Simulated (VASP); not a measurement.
# NiO: what each functional gives, and what it costs, part 6 of 6

Wanted: bands and gap of NiO from one functional after another. The start is a cell from a database of measured crystal structures.

VASP 6.6.1, plane waves and PAW; the level of theory is named at each step.

So far, least gap on mesh and path (eV): step 6 (bands, level LDA) 0.458; step 7 (bands, level PBEsol) 0.797; step 8 (bands, level PBE) 1.00; step 9 (bands, level r2SCAN) 2.36; step 10 (bands, level TB-mBJ) 4.42.

## Step 11: Bands with SCAN

This step: SCAN, spin-polarised from an antiferromagnetic start; plane waves and PAW (Ni, O) (VASP 6.6.1).

SCAN adds the kinetic-energy density; it is numerically more delicate than r2SCAN.

Contents of INCAR:

```
SYSTEM = NiO
PREC = Accurate
ENCUT = 520
EDIFF = 1E-06
NELM = 100
ISMEAR = 0
SIGMA = 0.02
LREAL = .FALSE.
ALGO = Normal
METAGGA = SCAN
LASPH = .TRUE.
NBANDS = 32
ISPIN = 2
MAGMOM = 1.64 -1.64 0 0
LMAXMIX = 4
LORBIT = 11
LWAVE = .FALSE.
LCHARG = .FALSE.
KPAR = 8
```

Contents of POSCAR:

```
NiO
1.0
    0.0000000000      2.0859016414      2.0859016414
    2.0859016414      0.0000000000      2.0859016414
    4.1718032828      4.1718032828      0.0000000000
Ni O
2 2
Direct
    0.0000000000      0.0000000000      0.0000000000
    0.0000000000      0.0000000000      0.5000000000
    0.5000000000      0.5000000000      0.2500000000
    0.5000000000      0.5000000000      0.7500000000
```

Contents of KPOINTS:

```
Automatic mesh
0
Gamma
6 6 6
0 0 0
```

Contents of KPOINTS_OPT:

```
Line mode
16
Line-mode
Reciprocal
  0.00000000   0.00000000   0.00000000 GAMMA
  0.00000000   0.50000000   0.50000000 L

  0.00000000   0.50000000   0.50000000 L
 -0.37500000   0.31250000   0.12500000 B1

 -0.31250000   0.31250000   0.50000000 B
  0.00000000   0.00000000   0.50000000 Z

  0.00000000   0.00000000   0.50000000 Z
  0.00000000   0.00000000   0.00000000 GAMMA

  0.00000000   0.00000000   0.00000000 GAMMA
 -0.34375000   0.34375000   0.00000000 X

 -0.34375000   0.31250000   0.31250000 Q
 -0.50000000   0.00000000   0.00000000 F

 -0.50000000   0.00000000   0.00000000 F
 -0.46875000   0.00000000   0.18750000 P1

 -0.46875000   0.00000000   0.18750000 P1
  0.00000000   0.00000000   0.50000000 Z

  0.00000000   0.50000000   0.50000000 L
  0.00000000   0.46875000   0.81250000 P
```

PAW data sets: Ni and O (PBE family, release 64).

Started as:

```bash
$ mpirun -np 8 vasp_std
```

Numbers of over 12 decimals in the logs are rounded to 6 here.

Output:

```text
[... set-up lines as in an earlier step ...]
 entering main loop
       N       E                     dE             d eps       ncg     rms          rms(c)
DAV:   1     0.224925343239E+03    0.22493E+03   -0.14124E+04  4376   0.135E+03
DAV:   2    -0.344626144848E+02   -0.25939E+03   -0.22968E+03  4216   0.320E+02
DAV:   3    -0.586983786754E+02   -0.24236E+02   -0.22557E+02  4744   0.102E+02
DAV:   4    -0.591384762395E+02   -0.44010E+00   -0.43825E+00  4784   0.138E+01
[...]
DAV:  15    -0.500168358026E+02    0.22191E-04   -0.14277E-06  4048   0.145E-02    0.240E-03
DAV:  16    -0.500168346325E+02    0.11701E-05   -0.34885E-07  2720   0.479E-03    0.687E-04
DAV:  17    -0.500168345700E+02    0.62538E-07   -0.36483E-08  2584   0.171E-03
   1 F= -.50016835E+02 E0= -.50016835E+02  d E =-.794041E-37  mag=     0.0000
 Start KPOINTS_OPT (optional k-point list driver)
k-point batch [1-32\144]
       N       E                     dE             ncg
DAV:   1     0.109141860865E+05   -0.22258E+05     4408
DAV:   2     0.286632870958E+04   -0.80479E+04     4224
DAV:   3     0.211859033726E+04   -0.74774E+03     4608
DAV:   4     0.210523372679E+04   -0.13357E+02     5000
DAV:   5     0.210486450560E+04   -0.36922E+00     5408
DAV:   6     0.210484952345E+04   -0.14982E-01     5808
DAV:   7     0.210484945351E+04   -0.69939E-04     5344
DAV:   8     0.210484945302E+04   -0.49080E-06     3448
[...]
k-point batch [129-144\144]
       N       E                     dE             ncg
DAV:   1     0.185792755159E+05   -0.15858E+05     2160
DAV:   2     0.144507881049E+05   -0.41285E+04     2152
DAV:   3     0.140526273027E+05   -0.39816E+03     2304
DAV:   4     0.140453251192E+05   -0.73022E+01     2528
DAV:   5     0.140451198286E+05   -0.20529E+00     2720
DAV:   6     0.140451117489E+05   -0.80797E-02     2920
DAV:   7     0.140451116838E+05   -0.65037E-04     2728
DAV:   8     0.140451116817E+05   -0.20799E-05     1776
DAV:   9     0.140451116815E+05   -0.22525E-06     1672
```

Wall time 99 s (8 MPI ranks of Intel Xeon Platinum 8259CL at 2.50GHz (Skylake/Cascade Lake), shared host); peak memory 2.2 GiB; 13 min of CPU time.

Parts of OUTCAR (step 11):

```text
  Total       -0.4264490     -0.4264490     -0.4264490     -0.0406403      0.0406403      0.0406403
  in kB      -18.8207182    -18.8207182    -18.8207182     -1.7936015      1.7936015      1.7936015
  external PRESSURE =     -18.8207182 kB  Pullay stress =       0.0000000 kB

 POSITION                                       TOTAL-FORCE (eV/Angst)
 -----------------------------------------------------------------------------------
      0.00000      0.00000      0.00000        -0.000000     -0.000000      0.000000
      2.08590      2.08590      0.00000         0.000000     -0.000000      0.000000
      2.08590      2.08590      2.08590        -0.000000     -0.000000     -0.000000
      4.17180      4.17180      2.08590         0.000000      0.000000     -0.000000
 -----------------------------------------------------------------------------------
    total drift:                                0.000000     -0.000000     -0.000000

  FREE ENERGIE OF THE ION-ELECTRON SYSTEM (eV)
  ---------------------------------------------------
  free  energy   TOTEN  =       -50.0168345700 eV

  energy  without entropy=      -50.0168345700  energy(sigma->0) =      -50.01683457

 magnetization (x)
# of ion       s       p       d       tot
------------------------------------------
    1       -0.006  -0.012   1.600   1.582
    2        0.006   0.012  -1.600  -1.582
    3        0.000   0.000   0.000   0.000
    4        0.000   0.000   0.000   0.000
--------------------------------------------------
tot          0.000   0.000   0.000   0.000

[... 2 parts as in an earlier step ...]

[... 1 further part left out ...]
[key lines of the parts left out:]
E-fermi :   6.9395
```

Both spin channels agree. Electronic bands along the path, in eV, zero at the valence-band top; v1 is the highest filled band, c1 the lowest empty one:

```csv
point,v4,v3,v2,v1,c1,c2,c3,c4
Γ,-1.59,-0.60,-0.59,-0.53,3.16,3.46,3.49,7.24
L,-0.66,-0.58,-0.41,-0.35,3.22,3.25,9.15,9.41
B1,-0.72,-0.68,-0.42,-0.39,3.26,3.32,10.07,10.34
jump to B,-0.73,-0.67,-0.43,-0.39,3.23,3.34,10.07,10.34
Z,-1.00,-0.83,0.00,0.00,3.13,3.16,5.86,6.12
Γ,-1.59,-0.60,-0.59,-0.53,3.16,3.46,3.49,7.24
X,-0.73,-0.72,-0.47,-0.38,3.26,3.32,10.19,10.53
jump to Q,-0.73,-0.72,-0.47,-0.38,3.25,3.33,10.19,10.53
F,-0.95,-0.45,-0.41,-0.28,3.60,3.76,7.24,7.80
P1,-0.84,-0.48,-0.45,-0.30,3.52,3.55,7.82,8.05
Z,-1.00,-0.83,0.00,0.00,3.13,3.16,5.86,6.12
jump to L,-0.66,-0.58,-0.41,-0.35,3.22,3.25,9.15,9.41
P,-0.84,-0.48,-0.45,-0.30,3.51,3.55,7.82,8.05
```

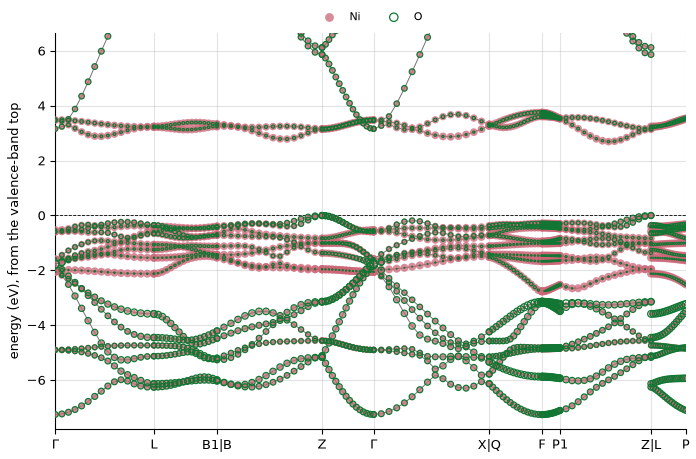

Electronic bands along the path; dots are coloured as in the legend, and their area grows with the weight.

The gap is 2.63 eV, indirect. Against LDA that is +2.17 eV; this run took 3.3 times the core time.

## Step 12: Starting orbitals for the hybrid

This step: PBE, spin-polarised from an antiferromagnetic start; plane waves and PAW (Ni, O) (VASP 6.6.1).

A hybrid converges badly from random orbitals, so a cheap semilocal run writes a WAVECAR on the same mesh first.

Contents of INCAR:

```
SYSTEM = NiO
PREC = Accurate
ENCUT = 520
EDIFF = 1E-05
NELM = 100
ISMEAR = 0
SIGMA = 0.02
LREAL = .FALSE.
ALGO = Normal
GGA = PE
NBANDS = 24
ISPIN = 2
MAGMOM = 1.64 -1.64 0 0
LASPH = .TRUE.
LMAXMIX = 4
LORBIT = 11
LWAVE = .TRUE.
LCHARG = .FALSE.
KPAR = 8
```

POSCAR is that of step 11.

KPOINTS is that of step 11.

Started as:

```bash
$ mpirun -np 8 vasp_std
```

Output:

```text
[... set-up lines as in an earlier step ...]
 entering main loop
       N       E                     dE             d eps       ncg     rms          rms(c)
DAV:   1     0.246349773364E+03    0.24635E+03   -0.15174E+04  3152   0.176E+03
DAV:   2    -0.450154786218E+01   -0.25085E+03   -0.22635E+03  3320   0.362E+02
DAV:   3    -0.272646471286E+02   -0.22763E+02   -0.21859E+02  3648   0.125E+02
DAV:   4    -0.276871430092E+02   -0.42250E+00   -0.42193E+00  3368   0.174E+01
DAV:   5    -0.276982682938E+02   -0.11125E-01   -0.11125E-01  3816   0.270E+00    0.205E+01
DAV:   6    -0.249442121325E+02    0.27541E+01   -0.25202E+01  4104   0.928E+01    0.226E+01
DAV:   7    -0.234164023213E+02    0.15278E+01   -0.55168E+00  3656   0.706E+01    0.926E+00
DAV:   8    -0.235138963192E+02   -0.97494E-01   -0.11535E+00  3744   0.895E+00    0.587E+00
DAV:   9    -0.234732298081E+02    0.40667E-01   -0.51722E-02  4736   0.653E+00    0.127E+00
DAV:  10    -0.234832629994E+02   -0.10033E-01   -0.33641E-02  4384   0.280E+00    0.504E-01
DAV:  11    -0.234823058716E+02    0.95713E-03   -0.42520E-03  4504   0.190E+00    0.959E-02
DAV:  12    -0.234825070920E+02   -0.20122E-03   -0.16755E-03  3152   0.324E-01    0.645E-02
DAV:  13    -0.234824937331E+02    0.13359E-04   -0.65145E-05  4224   0.942E-02    0.274E-02
DAV:  14    -0.234824978297E+02   -0.40966E-05   -0.23090E-05  2152   0.722E-02
   1 F= -.23482498E+02 E0= -.23482498E+02  d E =-.351073E-40  mag=    -0.0000
 writing wavefunctions
```

The job ended after 12 s (8 MPI ranks; peak memory 1.7 GiB; 92 s of CPU time).

Parts of OUTCAR (step 12):

```text
   k-points           NKPTS =     32   k-points in BZ     NKDIM =     32   number of bands    NBANDS=     24

   NELECT =      32.0000    total number of electrons

 E-fermi :   7.6006

 spin component 1
 k-point     1 :       0.0000    0.0000    0.0000
  band No.  band energies     occupation
    ...
     12       5.8856      1.00000
     13       5.8857      1.00000
     14       6.8138      1.00000
     15       6.8139      1.00000
     16       7.0929      1.00000
     17       9.4784      0.00000
     18       9.4787      0.00000
     19       9.6549      0.00000
     20      13.6259      0.00000
     21      18.1712      0.00000
    ...

 k-point     2 :       0.1667    0.0000    0.0000
  band No.  band energies     occupation
    ...
     12       6.5084      1.00000
     13       6.5528      1.00000
     14       6.8925      1.00000
     15       7.1451      1.00000
     16       7.2136      1.00000
     17       8.9795      0.00000
     18       9.0560      0.00000
     19      11.2437      0.00000
     20      15.0306      0.00000
     21      17.8547      0.00000
    ...

  Total        0.5503392      0.5503392      0.5503392     -0.0634500      0.0634500      0.0634500
  in kB       24.2884378     24.2884378     24.2884378     -2.8002758      2.8002758      2.8002758
  external PRESSURE =      24.2884378 kB  Pullay stress =       0.0000000 kB

 POSITION                                       TOTAL-FORCE (eV/Angst)
 -----------------------------------------------------------------------------------
      0.00000      0.00000      0.00000        -0.000000     -0.000000     -0.000000
      2.08590      2.08590      0.00000        -0.000000     -0.000000     -0.000000
      2.08590      2.08590      2.08590         0.000000      0.000000     -0.000000
      4.17180      4.17180      2.08590         0.000000      0.000000      0.000000
 -----------------------------------------------------------------------------------
    total drift:                                0.000000     -0.000000     -0.000000

  FREE ENERGIE OF THE ION-ELECTRON SYSTEM (eV)
  ---------------------------------------------------
  free  energy   TOTEN  =       -23.4824978297 eV

  energy  without entropy=      -23.4824978297  energy(sigma->0) =      -23.48249783

 magnetization (x)
# of ion       s       p       d       tot
------------------------------------------
    1       -0.010  -0.013   1.361   1.338
    2        0.010   0.013  -1.361  -1.338
    3        0.000   0.000   0.000   0.000
    4        0.000   0.000   0.000   0.000
--------------------------------------------------
tot          0.000   0.000   0.000   0.000

[... 7 parts as in an earlier step ...]

[... 9 further parts left out ...]
```

At this level the cell is under a pressure of 2.4 GPa, so at these settings it is away from equilibrium.

A gap read on the k-mesh alone can miss the band edges.

Numbers from this step:

- SCF cycles: 14
- bands: 24
- free energy (TOTEN): -23.48 eV
- Fermi energy: 7.601 eV
- pressure: 2.429 GPa
- least direct gap at k: -0.1667, -0.1667, 0.1667
- gap on the k-mesh: 0.9999 eV
- least direct gap on the k-mesh: 1.252 eV

Spin moment in the PAW sphere by atom:

| atom | spin moment in the PAW sphere (μB) |
| --- | --- |
| Ni1 | 1.34 |
| Ni2 | -1.34 |
| O3 | 0.00 |
| O4 | 0.00 |

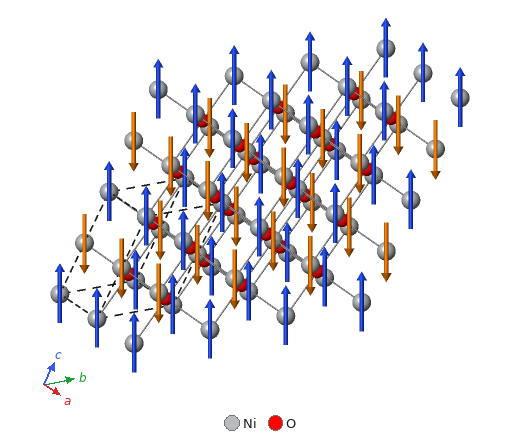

Spin moment in the PAW sphere as arrows, the longest 1.34 μB. Up and down stand for the sign. Arrows give size and sign along the axis of quantisation, drawn up and down the page. The two directions have two colours. Bonds to atoms that aren't drawn are left out. 2×3×2 cells are drawn. Some periodic images of atoms are drawn too.

## Step 13: Bands with HSE06

This step: HSE06, spin-polarised from an antiferromagnetic start; plane waves and PAW (Ni, O) (VASP 6.6.1).

HSE06 mixes in a quarter of exact exchange at short range, at far higher cost; in semiconductors this cures much of the gap error, while metals seldom gain.

Contents of INCAR:

```
SYSTEM = NiO
PREC = Accurate
ENCUT = 520
EDIFF = 1E-06
NELM = 100
ISMEAR = 0
SIGMA = 0.02
LREAL = .FALSE.
ALGO = Normal
LHFCALC = .TRUE.
AEXX = 0.25
GGA = PE
HFSCREEN = 0.2
LASPH = .TRUE.
NBANDS = 24
ISPIN = 2
MAGMOM = 1.64 -1.64 0 0
LMAXMIX = 4
PRECFOCK = Fast
LORBIT = 11
LWAVE = .FALSE.
LCHARG = .FALSE.
KPAR = 8
```

POSCAR is that of step 12.

KPOINTS is that of step 12.

KPOINTS_OPT: that of step 11 with these lines changed.

```diff
@@ -1,3 +1,3 @@
 Line mode
-16
+6
 Line-mode
```

The WAVECAR or CHGCAR of an earlier step is read.

Started as:

```bash
$ mpirun -np 8 vasp_std
```

Output:

```text
[banner, memory and clock lines left out]
running    8 mpi-ranks, on    1 nodes
[...]
[... a notice as in an earlier step ...]

 LDA part: xc-table for (Slater+PW92), standard interpolation
 found WAVECAR, reading the header
 POSCAR, INCAR and KPOINTS ok, starting setup
[...]
reading WAVECAR
 the WAVECAR file was read successfully
 initial charge from wavefunction
 entering main loop
       N       E                     dE             d eps       ncg     rms          rms(c)
DAV:   1    -0.325530446466E+02   -0.32553E+02   -0.76352E-01  4336   0.368E+01    0.524E+00
DAV:   2    -0.328380005521E+02   -0.28496E+00   -0.79326E-01  4608   0.201E+01    0.461E+00
DAV:   3    -0.328669241860E+02   -0.28924E-01   -0.20007E-01  3760   0.474E+00    0.286E+00
DAV:   4    -0.328667274038E+02    0.19678E-03   -0.11373E-02  3152   0.205E+00    0.171E+00
[...]
DAV:  10    -0.328648959997E+02    0.46533E-05   -0.37070E-06  3000   0.404E-02    0.680E-02
DAV:  11    -0.328648947333E+02    0.12665E-05   -0.15596E-06  1880   0.207E-02    0.390E-02
DAV:  12    -0.328648942303E+02    0.50302E-06   -0.71040E-07  1632   0.146E-02
   1 F= -.32864894E+02 E0= -.32864894E+02  d E =-.285823E-35  mag=     0.0000
 Start KPOINTS_OPT (optional k-point list driver)
k-point batch [1-32\54]
       N       E                     dE             ncg
DAV:   1     0.105570725109E+05   -0.16270E+05     3120
DAV:   2     0.163681399946E+04   -0.89203E+04     3216
DAV:   3     0.729202373511E+03   -0.90761E+03     3744
DAV:   4     0.700506434883E+03   -0.28696E+02     3448
DAV:   6     0.699994689427E+03   -0.14351E-01     4024
DAV:   7     0.699994302085E+03   -0.38734E-03     3896
DAV:   8     0.699994296771E+03   -0.53133E-05     2592
DAV:   9     0.699994296624E+03   -0.14744E-06     2440
k-point batch [33-54\54]
       N       E                     dE             ncg
DAV:   1     0.147546364031E+05   -0.20235E+05     2200
DAV:   2     0.880231532340E+04   -0.59523E+04     2280
```

The job ended after 1.5 h (8 MPI ranks).

The run was cut off at its time limit.

More ranks or a longer limit would be the way on.

## Step 14: Bands with HSE03

This step: HSE03, spin-polarised from an antiferromagnetic start; plane waves and PAW (Ni, O) (VASP 6.6.1).

HSE03, as typed here, screens exact exchange more strongly than HSE06 (HFSCREEN 0.3 against 0.2).

INCAR: that of step 13 with these lines changed.

```diff
@@ -12,3 +12,3 @@
 GGA = PE
-HFSCREEN = 0.2
+HFSCREEN = 0.3
 LASPH = .TRUE.
```

POSCAR is that of step 13.

KPOINTS is that of step 13.

KPOINTS_OPT is that of step 13.

Started as:

```bash
$ mpirun -np 8 vasp_std
```

Output:

```text
[... set-up lines as in an earlier step ...]
 entering main loop
       N       E                     dE             d eps       ncg     rms          rms(c)
DAV:   1    -0.315780189622E+02   -0.31578E+02   -0.76010E-01  4320   0.359E+01    0.528E+00
DAV:   2    -0.318257882922E+02   -0.24777E+00   -0.78085E-01  4608   0.199E+01    0.458E+00
DAV:   3    -0.318533707019E+02   -0.27582E-01   -0.19245E-01  3600   0.445E+00    0.277E+00
DAV:   4    -0.318526150763E+02    0.75563E-03   -0.99723E-03  3136   0.221E+00    0.163E+00
[...]
DAV:   9    -0.318510859250E+02    0.12751E-04   -0.16587E-05  3616   0.788E-02    0.108E-01
DAV:  10    -0.318510816781E+02    0.42469E-05   -0.24850E-06  2480   0.417E-02    0.655E-02
DAV:  11    -0.318510808171E+02    0.86101E-06   -0.22995E-06  2176   0.221E-02
   1 F= -.31851081E+02 E0= -.31851081E+02  d E =-.137994E-42  mag=     0.0000
 Start KPOINTS_OPT (optional k-point list driver)
k-point batch [1-32\54]
       N       E                     dE             ncg
DAV:   1     0.106515221840E+05   -0.16175E+05     3120
DAV:   2     0.183072703014E+04   -0.88208E+04     3232
DAV:   3     0.930680344696E+03   -0.90005E+03     3736
DAV:   4     0.902174912358E+03   -0.28505E+02     3456
DAV:   5     0.901678793710E+03   -0.49612E+00     3912
```

Wall time 1.5 h (8 MPI ranks).

The run was cut off at its time limit.

More ranks or a longer limit would be the way on.

## Step 15: Bands with B3LYP

This step: B3LYP, spin-polarised from an antiferromagnetic start; plane waves and PAW (Ni, O) (VASP 6.6.1).

B3LYP, with a fifth of exact exchange, was fitted to molecules.

INCAR: that of step 14 with these lines changed.

```diff
@@ -10,5 +10,7 @@
 LHFCALC = .TRUE.
-AEXX = 0.25
-GGA = PE
-HFSCREEN = 0.3
+AEXX = 0.2
+GGA = B3
+AGGAX = 0.72
+AGGAC = 0.81
+ALDAC = 0.19
 LASPH = .TRUE.
@@ -19,2 +21,3 @@
 PRECFOCK = Fast
+HFRCUT = -1
 LORBIT = 11
```

POSCAR is that of step 14.

KPOINTS is that of step 14.

KPOINTS_OPT is that of step 14.

Started as:

```bash
$ mpirun -np 8 vasp_std
```

Output:

```text
[banner, memory and clock lines left out]
running    8 mpi-ranks, on    1 nodes
[...]
[... a notice as in an earlier step ...]

 [... a notice as in an earlier step ...]

 LDA part: xc-table for (Slater(with rela. corr.)+VWN3), standard interpolation
 found WAVECAR, reading the header
 POSCAR, INCAR and KPOINTS ok, starting setup
[...]
HFRCUT set to (new)   12.324488
 reading WAVECAR
 the WAVECAR file was read successfully
 initial charge from wavefunction
 entering main loop
       N       E                     dE             d eps       ncg     rms          rms(c)
DAV:   1    -0.309900038516E+02   -0.30990E+02   -0.51837E-01  3584   0.290E+01    0.441E+00
DAV:   2    -0.311251676326E+02   -0.13516E+00   -0.55158E-01  4896   0.185E+01    0.362E+00
DAV:   3    -0.311554813852E+02   -0.30314E-01   -0.27137E-01  3424   0.481E+00    0.218E+00
DAV:   4    -0.311565398251E+02   -0.10584E-02   -0.15540E-02  3104   0.315E+00    0.122E+00
[...]
DAV:   8    -0.311561195733E+02    0.64011E-05   -0.36143E-05  3104   0.136E-01    0.153E-01
DAV:   9    -0.311561171679E+02    0.24053E-05   -0.11934E-05  4240   0.660E-02    0.863E-02
DAV:  10    -0.311561168932E+02    0.27467E-06   -0.14373E-06  2176   0.401E-02
 soft stop encountered!  aborting job ...
```

Wall time 34 min (8 MPI ranks).

The run was stopped at its time limit, by a STOPCAR file.

More ranks or a longer limit would be the way on.

## Step 16: Summary of results

```yaml
gap_lda: 0.458 eV
gap_pbesol: 0.797 eV
gap_pbe: 1.00 eV
gap_r2scan: 2.36 eV
gap_tb_mbj: 4.42 eV
gap_scan: 2.63 eV
```

In words: For NiO the functional decides between a gap of 0.458 eV (LDA) and 4.42 eV (TB-mBJ), while across these levels the cost spans a factor of 3.3. All levels use one geometry and one mesh, kept coarse to afford the hybrids, so no gap here is fully converged. Costs come from a shared host. Not obtained: HSE06, because the run hit its time limit. Not obtained: HSE03, because the run hit its time limit. Not obtained: B3LYP, because the run hit its time limit. Only a few collinear orders were tried, on the cell as listed. These are single-particle gaps of a static lattice, without excitons or temperature.

[Lines on the potential files, build, host, timing and source positions are cut from VASP's logs without a mark.]

[Logs are printed without paths, hosts, clocks, repeated set-up lines and the standing remarks that a program may print on its own settings, such as how far it seeks lower states.]

[Hosts, paths, dates, database ids (printed as entryN), source tags and the programs' standing remarks are cut or masked in the printed files.]

[A measured line is paired with the nearest computed mode of its activity, which favours agreement.]
